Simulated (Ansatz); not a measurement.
# Sensitivity of the G0W0 gap of GaCuSe2 (I-42d)

Aim: change settings of a G0W0 run on GaCuSe2 (I-42d) and see what moves.

Program: Ansatz 0.2.0. Level of theory: G0W0 on PBE, plane waves, PAW; PAW set soft_1. Results are calculated unless marked as measured.

In doubt: one-shot GW on d or f shells is unsure, so the values of those runs are not to be relied on.

**1. The starting structure**

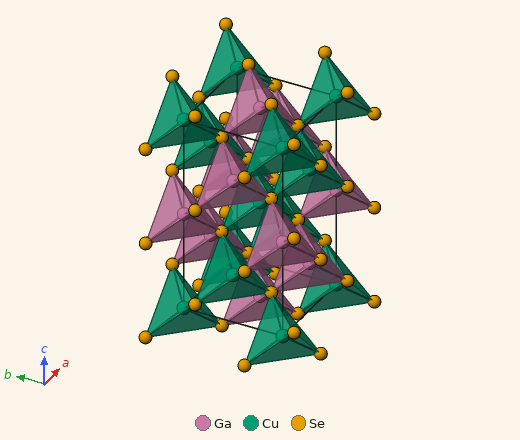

Start, viewed from a free direction; gallium pink, copper teal, selenium orange. This picture shows the conventional cell, with its axes. Some periodic images of atoms are drawn too.

As a file:

```cif
data_structure
_symmetry_space_group_name_H-M 'P 1'
_symmetry_Int_Tables_number 1
_cell_length_a 6.7956
_cell_length_b 6.7956
_cell_length_c 6.7956
_cell_angle_alpha 131.158
_cell_angle_beta 131.158
_cell_angle_gamma 71.562
_cell_volume 174.07
loop_
_atom_site_label
_atom_site_type_symbol
_atom_site_fract_x
_atom_site_fract_y
_atom_site_fract_z
_atom_site_occupancy
Ga1 Ga 0.50000 0.50000 0.00000 1
Ga2 Ga 0.25000 0.75000 0.50000 1
Cu3 Cu 0.00000 0.00000 0.00000 1
Cu4 Cu 0.75000 0.25000 0.50000 1
Se5 Se 0.37500 0.37562 0.50062 1
Se6 Se 0.62438 0.12500 0.99938 1
Se7 Se 0.87500 0.87438 0.49938 1
Se8 Se 0.12562 0.62500 0.00062 1
```

The cell and positions come from the Crystallography Open Database and are kept as given unless a step says otherwise.

**2. The base run: 4×4×4 mesh, 481 empty bands, screening to 114 eV, PAW set soft_1 files**

Now the one-shot GW correction: screening in the RPA, then the self-energy of the levels asked for. This step takes PAW set soft_1 files.

input.yaml reads:

```yaml
crystal:
  lattice:
    - [-2.80955, 2.80955, 5.513]
    - [2.80955, -2.80955, 5.513]
    - [2.80955, 2.80955, -5.513]
  atoms:
    - { symbol: Ga, position: [0.5, 0.5, 0.0] }
    - { symbol: Ga, position: [0.25, 0.75, 0.5] }
    - { symbol: Cu, position: [0.0, 0.0, 0.0] }
    - { symbol: Cu, position: [0.75, 0.25, 0.5] }
    - { symbol: Se, position: [0.375, 0.37562, 0.50062] }
    - { symbol: Se, position: [0.62438, 0.125, 0.99938] }
    - { symbol: Se, position: [0.875, 0.87438, 0.49938] }
    - { symbol: Se, position: [0.12562, 0.625, 0.00062] }
kpoints:
  mp_grid: { grid: [4, 4, 4] }
hamiltonian:
  xc: pbe
  pseudopotentials: { kind: paw, azcp: { folder: soft_1 } }
scf:
  occupations: { method: fixed }
gw:
  n_empty_bands: 481
  ecut_chi: 114
  qp_bands: [v2, c2]
  qp_kpoints: band_edges
  screening: { model: contour_deformation }
```

The run is started by

```
$ ansatz run input.yaml --threads 3 --pin off --max-ram 92160MiB --backend cuda --events-out ev --progress --plain --runs-dir out --devices 1 --max-vram 13GiB
```

Numbers of over 12 decimals in the logs are rounded to 6 here.

Log:

```text
GPUs: using 1 of 1 available (devices: 1).
Engine: ansatz 0.2.0, x86_64-unknown-linux-gnu
Pseudopotentials: kind: paw
Pseudopotential: Ga, paw, valence charge 13, recommended cutoff 420 eV (normal), soft_1/Ga.paw.azcp
Pseudopotential: Cu, paw, valence charge 19, recommended cutoff 420 eV (normal), soft_1/Cu.paw.azcp
Pseudopotential: Se, paw, valence charge 16, recommended cutoff 420 eV (normal), soft_1/Se.paw.azcp
Functional definition: PBE
  parameter kappa = 0.804
  parameter beta = 0.066725
  exchange = pbe_x(kappa = kappa, mu = beta*pi^2/3)
  correlation = pbe_c(beta = beta)
device memory: the entry about to start is reckoned to put 4.3 GiB on a device that reports 30.4 GiB free (of which the cap on the GPU budget leaves the run 13.0 GiB)
GPU FFT provider: cuFFT
GPU libraries: cuBLAS 13.8.2, cuFFT 12.4.0, cuSOLVER 12.3.4
Crystal: 8 atoms, lattice volume = 174.069 Å³
Basis set: ecut = 420 eV, 3451 PW (Γ)
Bands: 77, of which v1, the nominal top of the filled ones, is band 64 counted from 1 (63 counted from 0)
Symmetry: 8 space group operations
Space group: I-42d (ITA 122), of the structure as read, at distance tolerance 5.6e-5 Å
k-points: 13 of 64 (time reversal used)
Non-local potential: Ga, projectors of the file, l = 0: 2, l = 1: 2, l = 2: 3, l = 3: 1
Non-local potential: Cu, projectors of the file, l = 0: 3, l = 1: 2, l = 2: 3, l = 3: 1
Non-local potential: Se, projectors of the file, l = 0: 2, l = 1: 2, l = 2: 3, l = 3: 1
PAW form: soft (Blöchl's): semilocal exchange-correlation on the pseudo side does not see the compensation charge
PAW one-centre angular grid: Ga, 590 points (default); XC on 64 Gauss nodes
PAW one-centre angular grid: Cu, 590 points (default); XC on 64 Gauss nodes
PAW one-centre angular grid: Se, 590 points (default); XC on 64 Gauss nodes
Initial density: superposition of atomic densities (chi_scale 0.1, normalization cell, long waves kept (reshape's long-wave potential 0.00 eV rms))
Initial wavefunctions: pseudopotential atomic-orbital guess
GPU buffer pool allocated for 110592 grid points (all kernels)
GPU transforms: local potential and band sums: pruned to the plane-wave sphere, on 45×45×45
Functional: x = pbe(κ = 0.804, μ = 0.219515), c = pbe(β = 0.066725)
SCF iter   1: F=—  HF=-42697.620019 eV  |F-HF|=—  |Δ(HF+E_count)|=         —  Δρ=5.71e-2  dr2=4.13e0  ethr=3.10e-3  ⟨swp⟩=4.5  Hψ=2816  notcnv=0  defer=131
preconditioner: auto → Resta (q_TF=auto, 2.592 Å⁻¹)  ε∞=4.4  [insulator: Δε(μ)=0.558 eV  Ē_g=12.923 eV  n_scr=60 (ndim 8)  ℏωp=23.9 eV  f_vac=0.054  ε∞_Penn≈4.4]
SCF iter   2: F=—  HF=-42696.890323 eV  |F-HF|=—  |Δ(HF+E_count)|=   7.30e-1  Δρ=4.55e-2  dr2=1.93e0  ethr=3.10e-3  ⟨swp⟩=2.5  Hψ=1710  notcnv=0  defer=102
[...]
E_xc         = -603.508695
  E_vxc        = -649.684831  (∫ρ·V_xc dr)
  E_paw        = -16145.337737  (= ΣΔE_a)
  E_vpaw       = -3070.296283  (= ΣTr[D̂ρ^β])
  E_aug_tail   = 0.000064  (compensation charges beyond the density's cutoff)
  E_ewald      = -14336.105182
  E_smearing   = -0.000000  (= −TS)
  E_closure    = -0.000000  (closes the sum)
  Σ components = -42696.497043   (vs F -42696.497043, Δ=0.00e0)
--- Band table (eV; the first three rows and the last of 13) ---
  k-point 0: bands = [... 60 lower, 7.0124, 8.4122, 8.4122, 8.5406, 8.7722, 10.4455, 10.8138, 12.5284, ... 9 higher]
  k-point 1: bands = [... 60 lower, 7.2481, 7.3059, 7.9141, 8.2571, 10.2364, 10.7663, 11.7446, 12.1273, ... 9 higher]
  k-point 2: bands = [... 60 lower, 7.7229, 7.7229, 8.0399, 8.0399, 9.7272, 9.7272, 11.8613, 11.8613, ... 9 higher]
  k-point 12: bands = [... 60 lower, 7.3137, 7.3137, 7.6311, 7.6311, 10.4165, 10.4165, 10.5009, 10.5009, ... 9 higher]
--- G₀W₀: contour deformation, 9 samples at zero and on the imaginary axis and 2 off it, 64 q-points, 481 empty bands' worth ---
  eigenvalues of the whole cell's RPA ε∞ on this k-mesh (on a slab, of 1 + 4πα/V) = 45.6945, 45.6945, 136.0951; static W/v taken at q = 0 is 0.015304
  bands read: the sum over 545 bands ends inside a degenerate multiplet in 4 slots, whose members it reads at an even weight; the widest, k=2: bands 545 to 546 (counted from 1) at 1/2 each
  gw.qp_kpoints: band_edges: 8 of 13 stored k-points solved, in 1 pass; an edge of the gap read off the rows below is read off those points alone
    valence top: of the k-points left out ik 8 came nearest to being solved in a further pass, in band 63 (counted from 1, as in the quasiparticle table): it holds the edge there only if its correction is more favourable than any solved in that band by at least 0.509 eV; those differ by 0.036 eV
    conduction bottom: of the k-points left out ik 7 came nearest to being solved in a further pass, in band 66 (counted from 1, as in the quasiparticle table): it holds the edge there only if its correction is more favourable than any solved in that band by at least 1.146 eV; those differ by 0.250 eV
    ik  band        ε_KS         Σx   Σc(E_QP)       V_xc       Z   E_QP_lin       E_QP  E_QP is
     0    63      8.4122   -31.2546     4.5326   -26.4129  0.6672     8.0874     8.1031  root
     0    64      8.5406   -31.6903     4.6331   -26.7508  0.6663     8.2188     8.2342  root
     0    65      8.7722   -11.1930    -3.4817   -14.8921  0.7271     8.9971     8.9898  root
     0    66     10.4455    -9.6136    -3.3239   -12.9033  0.7259    10.4115    10.4113  root
     1    63      7.9141   -33.9367     5.7705   -27.8557  0.6427     7.5872     7.6036  root
     1    64      8.2571   -31.5614     4.7910   -26.4489  0.6625     7.9180     7.9356  root
     1    65     10.2364   -12.5252    -3.4897   -16.2324  0.7113    10.4614    10.4539  root
     1    66     10.7663   -11.7510    -3.5217   -15.4295  0.7127    10.9263    10.9231  root
[...]
12    63      7.6311   -35.1890     6.2449   -28.6278  0.6342     7.2975     7.3148  root
    12    64      7.6311   -35.1890     6.2449   -28.6278  0.6342     7.2975     7.3148  root
    12    65     10.4165   -13.6609    -3.1137   -16.9469  0.7094    10.5926    10.5887  root
    12    66     10.4165   -13.6609    -3.1137   -16.9469  0.7094    10.5926    10.5887  root
[key lines of the parts left out:]
SCF converged after 11 iterations
Free energy (F): -42696.497043 eV
Fermi energy:    8.540614 eV
```

It took 1.9 min on 1 × NVIDIA H100 80GB HBM3 (shared by 6 runs) with 3 threads of AMD EPYC 7R13 (Zen 3), shared host; peak memory 2.3 GiB.

The column dr2 measures how far the density is from self-consistency, as an energy; F and HF (Harris–Foulkes) agree once it is small.

This step gave:

```
bands summed                                 : 545
RPA ε∞ on this mesh (eigenvalues)            : 45.69, 45.69, 136.1
plane waves in the screening matrix          : 461
q-points in the mesh                         : 64
G0W0 gap on the mesh                         : 0.7556 eV
k of the valence top                         : 0, 0, 0
k of the conduction bottom                   : 0, 0, 0
starting gap on the mesh                     : 0.2316 eV
Z at the valence top                         : 0.6663
Z at the conduction bottom                   : 0.7271
least direct G0W0 gap on the computed points : 0.7556 eV
```

The gap on the mesh goes from 0.23 eV to 0.76 eV, a correction of +0.52 eV. Between the two edge states, bare exchange in place of the xc potential would open the gap by 8.64 eV, and correlation takes back 8.11 eV.

**3. Variant: wavefunction cutoff**

input.yaml, as its differences from that of step 2:

```diff
@@ -22,4 +22,4 @@
 gw:
-  n_empty_bands: 481
-  ecut_chi: 114
+  n_empty_bands: 395
+  ecut_chi: 100
   qp_bands: [v2, c2]
@@ -27 +27,3 @@
   screening: { model: contour_deformation }
+basis:
+  ecutwfc: 350
```

Log:

```text
Warning: basis.ecutwfc = 350 eV is below the records' recommended 420 eV, and the density's cutoff is lower with it unless basis.ecutrho_ratio is high enough to keep the records' density cutoff: compare with a run at a higher cutoff
GPUs: using 1 of 1 available (devices: 1).
[...]
GPU FFT provider: cuFFT
GPU libraries: cuBLAS 13.8.2, cuFFT 12.4.0, cuSOLVER 12.3.4
Crystal: 8 atoms, lattice volume = 174.069 Å³
Basis set: ecut = 350 eV, 2601 PW (Γ)
Bands: 77, of which v1, the nominal top of the filled ones, is band 64 counted from 1 (63 counted from 0)
Symmetry: 8 space group operations
[...]
k-points: 13 of 64 (time reversal used)
[...]
GPU buffer pool allocated for 91125 grid points (all kernels)
[...]
SCF iter   1: F=—  HF=-42697.582754 eV  |F-HF|=—  |Δ(HF+E_count)|=         —  Δρ=5.67e-2  dr2=4.10e0  ethr=3.10e-3  ⟨swp⟩=4.5  Hψ=2811  notcnv=0  defer=138
[...]
SCF iter  11: F=-42696.469103 eV  HF=-42696.469103 eV  |F-HF|=2.80e-9  |Δ(HF+E_count)|=   1.36e-7  Δρ=1.39e-6  dr2=2.84e-9  ethr=7.81e-11  ⟨swp⟩=8.5  Hψ=3473  notcnv=0
SCF 1 converged in 11 iterations: F = -42696.469103 eV  dr2 = 2.84e-9
[...]
NSCF: frozen V_eff on 13 k-points
[...]
G₀W₀ screening: q 1/13
[... further progress lines ...]
[...]
SCF converged after 11 iterations
Free energy (F): -42696.469103 eV
[...]
Internal energy: -42696.469103 eV  (E = F + TS)
E sigma→0 (E₀):  -42696.469103 eV
Fermi energy:    8.539194 eV
[...]
--- Band table (eV; the first three rows and the last of 13) ---
  k-point 0: bands = [... 60 lower, 7.0105, 8.4108, 8.4108, 8.5392, 8.7719, 10.4459, 10.8147, 12.5307, ... 9 higher]
  k-point 1: bands = [... 60 lower, 7.2464, 7.3039, 7.9128, 8.2559, 10.2364, 10.7666, 11.7456, 12.1283, ... 9 higher]
  k-point 2: bands = [... 60 lower, 7.7215, 7.7215, 8.0389, 8.0389, 9.7273, 9.7273, 11.8632, 11.8632, ... 9 higher]
  k-point 12: bands = [... 60 lower, 7.3124, 7.3124, 7.6297, 7.6297, 10.4170, 10.4170, 10.5014, 10.5014, ... 9 higher]
[...]
0    63      8.4108   -31.2466     4.5475   -26.4071  0.6675     8.1053     8.1188  root
     0    64      8.5392   -31.6811     4.6485   -26.7432  0.6666     8.2366     8.2498  root
     0    65      8.7719   -11.1917    -3.4289   -14.8910  0.7272     9.0535     9.0423  root
     0    66     10.4459    -9.6030    -3.3059   -12.8932  0.7260    10.4303    10.4302  root
     1    63      7.9128   -33.9267     5.7733   -27.8478  0.6430     7.5914     7.6072  root
     1    64      8.2559   -31.5527     4.8037   -26.4425  0.6628     7.9339     7.9494  root
     1    65     10.2364   -12.5243    -3.4380   -16.2314  0.7115    10.5168    10.5055  root
     1    66     10.7666   -11.7443    -3.4879   -15.4237  0.7128    10.9634    10.9581  root
[...]
12    63      7.6297   -35.1754     6.2448   -28.6175  0.6344     7.2998     7.3167  root
    12    64      7.6297   -35.1754     6.2448   -28.6175  0.6344     7.2998     7.3167  root
    12    65     10.4170   -13.6525    -3.0815   -16.9397  0.7096    10.6289    10.6226  root
    12    66     10.4170   -13.6525    -3.0815   -16.9397  0.7096    10.6289    10.6226  root
```

The job ended after 37 s (1 × NVIDIA H100 80GB HBM3 (shared by 6 runs) with 3 threads; peak memory 1.9 GiB; 58 s of CPU time).

The G0W0 gap on the mesh is 0.793 eV.

Against the base:

| setting | base | variant |
| --- | --- | --- |
| empty bands | 481 | 395 |
| screening cutoff (eV) | 114 | 100 |
| typed cutoff | - | 350 |

| quantity | variant | base |
| --- | --- | --- |
| starting gap on the mesh | 0.233 | 0.232 |
| G0W0 gap on the mesh | 0.793 | 0.756 |
| least direct G0W0 gap on the computed points | 0.793 | 0.756 |
| Z at the valence top | 0.667 | 0.666 |
| Z at the conduction bottom | 0.727 | 0.727 |

**4. Variant: other PAW set**

This step: G0W0 on PBE, plane waves, PAW.

input.yaml, as its differences from that of step 3:

```diff
@@ -18,3 +18,3 @@
   xc: pbe
-  pseudopotentials: { kind: paw, azcp: { folder: soft_1 } }
+  pseudopotentials: { kind: paw, source: ansatz }
 scf:
@@ -27,3 +27 @@
   screening: { model: contour_deformation }
-basis:
-  ecutwfc: 350
```

Log:

```text
GPUs: using 1 of 1 available (devices: 1).
Engine: ansatz 0.2.0, x86_64-unknown-linux-gnu
Pseudopotentials: kind: paw
Pseudopotential: Ga, paw, valence charge 21, recommended cutoff 1020 eV (normal), Ga.paw.azcp
Pseudopotential: Cu, paw, valence charge 19, recommended cutoff 700 eV (normal), Cu.paw.azcp
Pseudopotential: Se, paw, valence charge 16, recommended cutoff 580 eV (normal), Se.paw.azcp
Functional definition: PBE
  parameter kappa = 0.804
  parameter beta = 0.066725
  exchange = pbe_x(kappa = kappa, mu = beta*pi^2/3)
  correlation = pbe_c(beta = beta)
device memory: the entry about to start is reckoned to put 6.0 GiB on a device that reports 47.9 GiB free (of which the cap on the GPU budget leaves the run 13.0 GiB)
GPU FFT provider: cuFFT
GPU libraries: cuBLAS 13.8.2, cuFFT 12.4.0, cuSOLVER 12.3.4
Crystal: 8 atoms, lattice volume = 174.069 Å³
Basis set: ecut = 1020 eV, 12873 PW (Γ)
Bands: 87, of which v1, the nominal top of the filled ones, is band 72 counted from 1 (71 counted from 0)
Symmetry: 8 space group operations
Space group: I-42d (ITA 122), of the structure as read, at distance tolerance 5.6e-5 Å
k-points: 13 of 64 (time reversal used)
Non-local potential: Ga, projectors of the file, l = 0: 3, l = 1: 3, l = 2: 3, l = 3: 2
Non-local potential: Cu, projectors of the file, l = 0: 3, l = 1: 3, l = 2: 3, l = 3: 1, l = 4: 1
Non-local potential: Se, projectors of the file, l = 0: 2, l = 1: 2, l = 2: 3, l = 3: 1
PAW form: soft (Blöchl's): semilocal exchange-correlation on the pseudo side does not see the compensation charge
PAW one-centre angular grid: Ga, 590 points (default); XC on 64 Gauss nodes
[...]
NSCF: frozen V_eff on 13 k-points
[...]
device memory: the entry about to start is reckoned to put 9.6 GiB on a device that reports 46.6 GiB free (of which the cap on the GPU budget leaves the run 13.0 GiB)
NSCF: frozen V_eff on 13 k-points
G₀W₀ screening: q 1/13
[... further progress lines ...]
WARN: the run was ended behind the SCF: a stop after 12 completed screening wavevectors. The result of record stands; what else was asked for is given out only as far as it was finished by then, or is formed of that. The run will not end as completed
SCF converged after 10 iterations
Free energy (F): -51958.511862 eV
Harris-Foulkes:  -51958.511862 eV  (|F-HF|=7.02e-8)
Internal energy: -51958.511862 eV  (E = F + TS)
E sigma→0 (E₀):  -51958.511862 eV
Fermi energy:    9.691886 eV
--- Per-component energies (eV) ---
  E_band       = -4068.812658
  E_kinetic    = 3400.262286
  E_local      = -39961.030550  (includes V_loc(G=0)·N_el)
  E_nonlocal   = 1992.595085
  E_hartree    = 15360.906246
  E_xc         = -1218.737432
  E_vxc        = -1199.075176  (∫ρ·V_xc dr)
  E_paw        = -13359.976981  (= ΣΔE_a)
  E_vpaw       = 976.623743  (= ΣTr[D̂ρ^β])
  E_aug_tail   = 0.000394  (compensation charges beyond the density's cutoff)
  E_ewald      = -18172.530909
  E_smearing   = -0.000000  (= −TS)
  E_closure    = 0.000000  (closes the sum)
  Σ components = -51958.511862   (vs F -51958.511862, Δ=0.00e0)
--- Band table (eV; the first three rows and the last of 13) ---
  k-point 0: bands = [... 68 lower, 8.1633, 9.5634, 9.5634, 9.6919, 9.9265, 11.5970, 11.9655, 13.6801, ... 11 higher]
  k-point 1: bands = [... 68 lower, 8.3991, 8.4570, 9.0654, 9.4084, 11.3903, 11.9183, 12.8973, 13.2790, ... 11 higher]
  k-point 2: bands = [... 68 lower, 8.8741, 8.8741, 9.1914, 9.1914, 10.8799, 10.8799, 13.0141, 13.0141, ... 11 higher]
  k-point 12: bands = [... 68 lower, 8.4650, 8.4650, 8.7827, 8.7827, 11.5682, 11.5682, 11.6523, 11.6523, ... 11 higher]
```

Elapsed: 2.5 min, on 1 × NVIDIA H100 80GB HBM3 (shared by 6 runs) with 3 threads; peak memory 3.4 GiB.

Against the base:

| setting | base | variant |
| --- | --- | --- |
| files | PAW set soft_1 | hard PAW |
| empty bands | 481 | 395 |
| screening cutoff (eV) | 114 | 100 |

The run was cut off at the time limit after its SCF cycle had converged; no result of it is taken.

**5. Results**

```json
{
  "base": "0.76 eV, 1.9 min",
  "wavefunction cutoff": "0.79 eV, 37 s",
  "other PAW set": "timeout, 2.5 min"
}
```

Wavefunction cutoff: the gap moves by +0.04 eV and the time by a factor of 0.33 (the plane-wave cutoff goes from 420 to 350 eV). The variant differs from the base in empty bands, screening cutoff and typed cutoff together, so the change can't be laid to one of them. Other PAW set: the run ended as timeout. All runs here use a coarse mesh and modest cutoffs; they test settings and are not final values. The 4×4×4 mesh is coarse for this cell (its supercell is 27 Å along the shortest edge). The RPA ε∞ on it, from the PBE start, is 45.69 and 136.10; such meshes misread the long-range screening, most where the gap is narrow. The RPA ε∞ on this mesh reaches over 25; with a narrow direct gap a coarse mesh can overstate it, and the correction is then too small. A d shell, filled or nearly so, lies near the gap. One-shot GW converges very slowly in bands there, not always from below, and on a semilocal start the gap tends to come out low; starts rich in exact exchange can overshoot instead. The many-body steps are scalar-relativistic: spin-orbit coupling is not in them.

[Paths, hosts, dates, memory and timing lines, banners, echoed tables and standing remarks are left out of the program output.]

[Logs are printed without paths, hosts, clocks, repeated set-up lines and the standing remarks that a program may print on its own settings, such as how far it seeks lower states.]

[Runs of the session that timed out or met a known fault of the program may be left out.]

[Cells called generated may have been cut or substituted from an entry of the Crystallography Open Database or the Materials Project.]

[Hosts, paths, dates, database ids (printed as entryN), source tags and the programs' standing remarks are cut or masked in the printed files.]
